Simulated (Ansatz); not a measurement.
**Two runs on C3H4AlF**

System: C3H4AlF, SMILES FC=C=[CH][AlH2].
Method of run A: RKS PBE0-D4/def2-SVP (Ansatz 0.2.0).

Text and figures count atoms from 1; the logs count them from 0 in places.

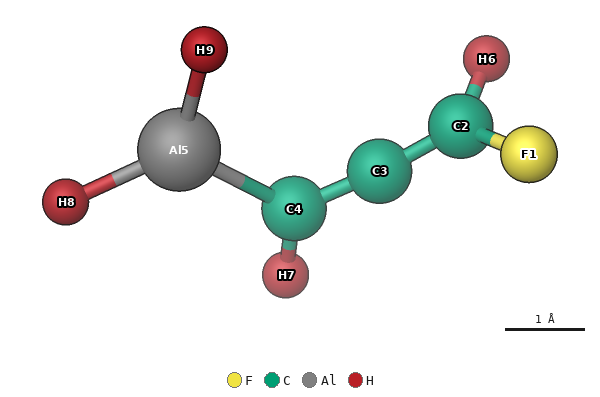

Fig. 1: The structure as given in the input (ball-and-stick view, seen at a tilt; atoms are numbered from 1 in the order of the input). Sticks mark near contacts.

## Input, run A
```yaml
crystal:
  periodic: [false, false, false]
  atoms:
    - { symbol: F, position_ang: [1.27132, 2.174503, 1.176888] }
    - { symbol: C, position_ang: [0.666158, 1.731362, 0.069325] }
    - { symbol: C, position_ang: [0.625602, 0.575488, -0.232477] }
    - { symbol: C, position_ang: [0.468106, -0.575515, -0.513554] }
    - { symbol: Al, position_ang: [-1.101615, -1.475104, 0.227789] }
    - { symbol: H, position_ang: [0.224477, 2.525738, -0.539657] }
    - { symbol: H, position_ang: [1.226431, -1.06627, -1.14301] }
    - { symbol: H, position_ang: [-1.306314, -3.03488, 0.001184] }
    - { symbol: H, position_ang: [-2.133761, -0.590562, 1.044017] }
basis:
  gaussian: { orbitals: def2-SVP }
hamiltonian:
  xc: pbe0
  dispersion: d4
output:
  forces: true
```

Launched with:
```bash
ansatz run input.yaml --threads 1 --pin off --max-ram 2560MiB --backend cpu --events-out ev --progress --plain --runs-dir out
```

Hardware: 1 thread of Arm Neoverse N1, 98 GiB of memory available, shared host.

## Output (run A)
```
Engine: ansatz 0.2.0, aarch64-unknown-linux-gnu
Functional definition: PBE0
  parameter a = 0.25
  parameter kappa = 0.804
  parameter beta = 0.06672455060314922
  exchange = (1 - a)*pbe_x(kappa = kappa, mu = beta*pi^2/3) + a*exact_x
  correlation = pbe_c(beta = beta)
930 factors; integrals over basis functions are off by at most 1.0e-3 eV
mean field evaluation 1: about -12464.1824 eV, gradient 4.6e1 eV
mean field evaluation 2: about -12460.9636 eV, gradient 5.6e1 eV
mean field evaluation 4: about -12469.8006 eV, gradient 3.7e0 eV
mean field evaluation 8: about -12470.0414 eV, gradient 5.2e-1 eV
mean field evaluation 16: about -12470.0420 eV, gradient 4.0e-5 eV
mean field -12470.04204841 eV, -458.2655927810 hartree, gradient 4.0e-5 eV, S^2 0.000000; 0 other end points of the search recorded, 0 dependent functions left out
the calculation of the forces begins
reference -12470.04207685 eV, -458.2655938261 hartree; 22, 22 occupied and 72, 72 virtual orbitals, 930 factors
Total energy: -12470.18487483 eV, -458.2708415550 hartree
Atom 0 at     1.271320     2.174503     1.176888 Å, force     0.224704     0.374469     0.438037 eV/Å
Atom 1 at     0.666158     1.731362     0.069325 Å, force     0.360229    10.501144     2.428974 eV/Å
Atom 2 at     0.625602     0.575488    -0.232477 Å, force     0.613181    -0.213855    -0.189857 eV/Å
Atom 3 at     0.468106    -0.575515    -0.513554 Å, force    -1.109918   -10.417847    -2.694351 eV/Å
Atom 4 at    -1.101615    -1.475104     0.227789 Å, force    -0.011991    -0.161277    -0.029669 eV/Å
Atom 5 at     0.224477     2.525738    -0.539657 Å, force     0.022184     0.138866     0.053109 eV/Å
Atom 6 at     1.226431    -1.066270    -1.143010 Å, force    -0.087456    -0.238192    -0.014428 eV/Å
Atom 7 at    -1.306314    -3.034880     0.001184 Å, force    -0.024046    -0.007227     0.013786 eV/Å
Atom 8 at    -2.133761    -0.590562     1.044017 Å, force     0.013114     0.023918    -0.005600 eV/Å
Dipole moment:    -0.105925    -0.147735    -0.283123 e Å
```

The input of run B differs as follows (lines with − go, lines with + come):
```diff
-    - { symbol: F, position_ang: [1.27132, 2.174503, 1.176888] }
-    - { symbol: C, position_ang: [0.666158, 1.731362, 0.069325] }
+    - { symbol: F, position_ang: [1.061557, 2.507149, 1.300523] }
+    - { symbol: C, position_ang: [0.528571, 2.027601, 0.171254] }
-    - { symbol: C, position_ang: [0.468106, -0.575515, -0.513554] }
-    - { symbol: Al, position_ang: [-1.101615, -1.475104, 0.227789] }
-    - { symbol: H, position_ang: [0.224477, 2.525738, -0.539657] }
-    - { symbol: H, position_ang: [1.226431, -1.06627, -1.14301] }
-    - { symbol: H, position_ang: [-1.306314, -3.03488, 0.001184] }
-    - { symbol: H, position_ang: [-2.133761, -0.590562, 1.044017] }
+    - { symbol: C, position_ang: [0.280805, -0.858398, -0.557953] }
+    - { symbol: Al, position_ang: [-1.3471, -1.59401, 0.236825] }
+    - { symbol: H, position_ang: [0.028542, 2.78686, -0.43741] }
+    - { symbol: H, position_ang: [0.972685, -1.428035, -1.197429] }
+    - { symbol: H, position_ang: [-1.704187, -3.130432, 0.041765] }
+    - { symbol: H, position_ang: [-2.269385, -0.603693, 1.063039] }
```

Predict how the results change.

With the same method and basis, run B lies 15.0 kcal/mol higher. The largest force goes from 10.818 to 6.905 eV/Å.

## Output (run B)
```
Engine: ansatz 0.2.0, aarch64-unknown-linux-gnu
Functional definition: PBE0
  parameter a = 0.25
  parameter kappa = 0.804
  parameter beta = 0.06672455060314922
  exchange = (1 - a)*pbe_x(kappa = kappa, mu = beta*pi^2/3) + a*exact_x
  correlation = pbe_c(beta = beta)
939 factors; integrals over basis functions are off by at most 9.8e-4 eV
mean field evaluation 1: about -12466.1987 eV, gradient 3.4e1 eV
mean field evaluation 2: about -12463.1055 eV, gradient 4.6e1 eV
mean field evaluation 4: about -12469.2362 eV, gradient 2.0e0 eV
mean field evaluation 8: about -12469.4015 eV, gradient 6.4e-1 eV
mean field evaluation 16: about -12469.4025 eV, gradient 4.9e-5 eV
mean field -12469.40251326 eV, -458.2420902978 hartree, gradient 4.9e-5 eV, S^2 0.000000; 0 other end points of the search recorded, 0 dependent functions left out
the calculation of the forces begins
reference -12469.40254308 eV, -458.2420913935 hartree; 22, 22 occupied and 72, 72 virtual orbitals, 939 factors
Total energy: -12469.53413709 eV, -458.2469273841 hartree
Atom 0 at     1.061557     2.507149     1.300523 Å, force    -0.150411    -0.522225    -0.762251 eV/Å
Atom 1 at     0.528571     2.027601     0.171254 Å, force     0.469012    -6.804718    -1.072244 eV/Å
Atom 2 at     0.625602     0.575488    -0.232477 Å, force    -2.151180     0.399496     0.361334 eV/Å
Atom 3 at     0.280805    -0.858398    -0.557953 Å, force     1.417802     6.528426     1.588897 eV/Å
Atom 4 at    -1.347100    -1.594010     0.236825 Å, force     0.087502     0.265267     0.062081 eV/Å
Atom 5 at     0.028542     2.786860    -0.437410 Å, force     0.117696    -0.175727    -0.196273 eV/Å
Atom 6 at     0.972685    -1.428035    -1.197429 Å, force     0.195083     0.325988     0.049733 eV/Å
Atom 7 at    -1.704187    -3.130432     0.041765 Å, force     0.036853     0.004855    -0.034080 eV/Å
Atom 8 at    -2.269385    -0.603693     1.063039 Å, force    -0.022357    -0.021362     0.002802 eV/Å
Dipole moment:    -0.097595    -0.033911    -0.244344 e Å
```

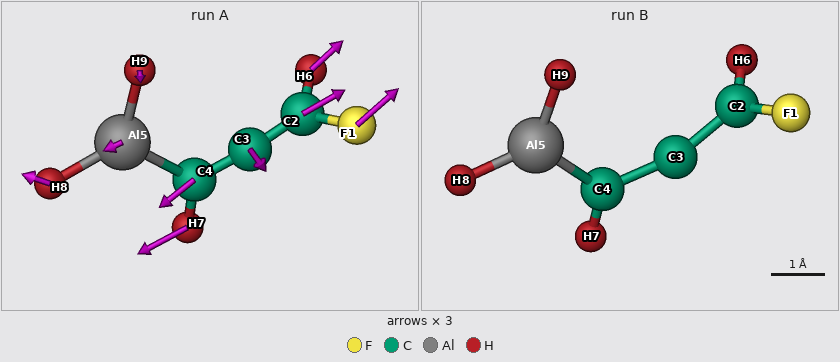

Fig. 2: The two input geometries at one scale (ball-and-stick view, seen at a tilt). The pink arrows on the first give the shifts of the atoms after the best rigid fit, magnified 3 times. H7 moves most after the best rigid fit: 0.36 Å. Largest moves by element: H 0.36 Å, F 0.35 Å, C 0.31 Å, Al 0.14 Å. Among the contacts that change: C2–C3 1.195 → 1.510 Å.

## The two runs side by side

| quantity | run A | run B |
| --- | --- | --- |
| outcome | converged | converged |
| total energy (hartree) | −458.270842 | −458.246927 |
| largest force (eV/Å) | 10.818 | 6.905 |
| basis functions | 94 | 94 |
| wall time (shared host) | 5.9 s | 6 s |
